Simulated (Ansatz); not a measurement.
| atom | x (Å) | y (Å) | z (Å) |
| --- | --- | --- | --- |
| N | -0.8938 | 0.6317 | 0.4878 |
| Ta | 0.5681 | -0.4263 | -0.2488 |
| F | 2.1623 | -0.0056 | 0.6376 |
| F | 0.2036 | -2.2489 | -0.0277 |
| S | 0.6628 | 0.1097 | -2.3346 |
| H | -1.1716 | 0.5859 | 1.4599 |
| H | -1.4703 | 1.2855 | -0.0198 |

Geometry: PBE0-D4/def2-TZVP; core potentials replace the inner electrons of Ta.

Computed with RKS PBE0-D4/def2-TZVPP (Ansatz).

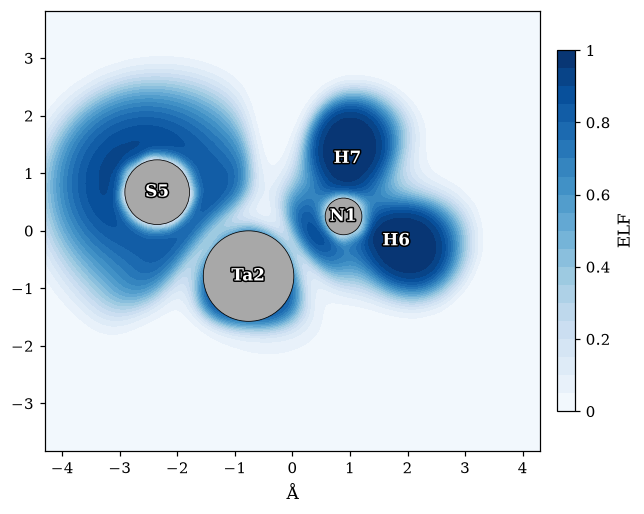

F2H2NSTa (SMILES [NH2][Ta]([F])([F])=[S]). ELF on the plane of atoms H6, N1 and H7. Grey discs cover the atomic cores.

Question: What do the fields say about this system?

Answer: Atoms in the plane: N, Ta, S and H. Ta–N (1.95 Å): the ELF peaks at about 0.85 in the valence shell of N, 0.6 Å from its nucleus, and is about 0.35 at the midpoint. Ta–S (2.16 Å): the ELF peaks at about 0.75 in the valence shell of S, 0.8 Å from its nucleus, and is about 0.50 at the midpoint. N–H (1.01 Å): the ELF climbs to about 1 towards the hydrogen, as it does in any bond to H: an ordinary covalent bond to hydrogen.
